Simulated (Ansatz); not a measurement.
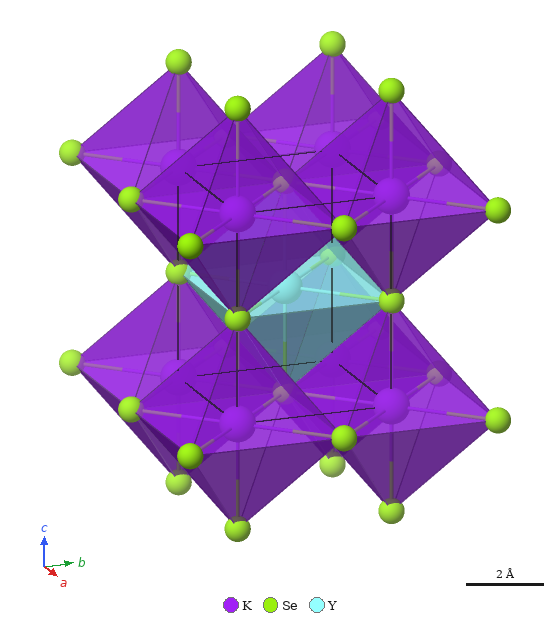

Polyhedral drawing of the structure, looking slightly off an axis. The frame is the conventional unit cell; atoms at its boundary are shown with their periodic copies. A few atoms beyond the faces are included.

KYSe₂, space group P4/mmm (No. 123), a = 4.320 Å, b = 4.320 Å, c = 5.778 Å, α = 90.00°, β = 90.00°, γ = 90.00°. Its origin is a structure type filled with these elements by a generator (whether the compound takes this form wasn't checked). The cell was then strained or its atoms displaced on purpose. It was run through Ansatz as a DFT input.

This one geometry was computed with Ansatz (DFT, plane waves, PAW) at three levels of theory: PBE, r2SCAN and HSE06. It was relaxed with r2SCAN and then strained.

How does the band gap change with the level of theory?

PBE: a gap of 0.28 eV, direct; r2SCAN: a gap of 0.59 eV, direct; HSE06: a gap of 1.04 eV, direct.

Collect the results in a table.

| level | cutoff (eV) | k-mesh of the run's cell | gap (eV) | pressure (GPa) |
| --- | --- | --- | --- | --- |
| PBE | 420 | 6×6×4 | 0.28 | 1.6 |
| r2SCAN | 500 | 6×6×4 | 0.59 | 1.1 |
| HSE06 | 420 | 4×4×4 | 1.04 | 0.9 |

Gaps are taken on the k-mesh or band path of each run.
